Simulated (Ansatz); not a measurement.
Redistribution: C4H9F + C2H3F2I → C3H6FI + C3H6F2

Species: C4H9F `CC(C)CF`, singlet; C2H3F2I `FCC(F)I`, singlet; C3H6FI `CC(I)CF`, singlet; C3H6F2 `CC(F)CF`, singlet. The partners trade CH3 for I; both sit on C, so the bond types are kept.

Shapes, held fixed at every level: PBE0-D4/def2-TZVP. Flexible molecules stand in one conformer, not always the lowest. Programs: Ansatz 0.2.0. Electronic energies: no zero-point or thermal term.

```
               level                    kind  ΔE (kJ/mol)  less CCSD(T)/def2-TZVPP  CPU time (sum over the molecules)
       HF/def2-TZVPP            Hartree–Fock        -24.6                     -5.7                                  –
   PBE-D4/def2-TZVPP                     GGA        -12.8                     +6.1                               29 s
r2SCAN-D4/def2-TZVPP                meta-GGA        -15.1                     +3.8                               51 s
  PBE0-D4/def2-TZVPP           global hybrid        -16.6                     +2.3                               35 s
  wB97X-V/def2-TZVPP  range-separated hybrid        -17.7                     +1.2                               88 s
   B2PLYP/def2-TZVPP           double hybrid        -17.9                     +1.0                               71 s
      MP2/def2-TZVPP     perturbation theory        -19.9                     -1.0                                  –
  CCSD(T)/def2-TZVPP   coupled cluster or CI        -18.9                      0.0                             30 min
```

The highest level, CCSD(T)/def2-TZVPP, gives ΔE = -18.9 kJ/mol; the levels span -24.6 to -12.8. The column of differences is taken from that level and isn't an error. No measured value is set beside it here. For atoms past krypton def2 sets carry core potentials with scalar relativity. Outer-core shells of I are correlated, in sets that cover them unevenly. Times are processor times on shared x86 and Arm servers, and rough.

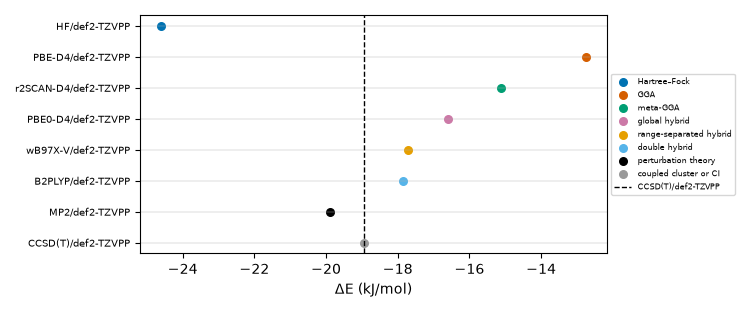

The values of the table, level by level.
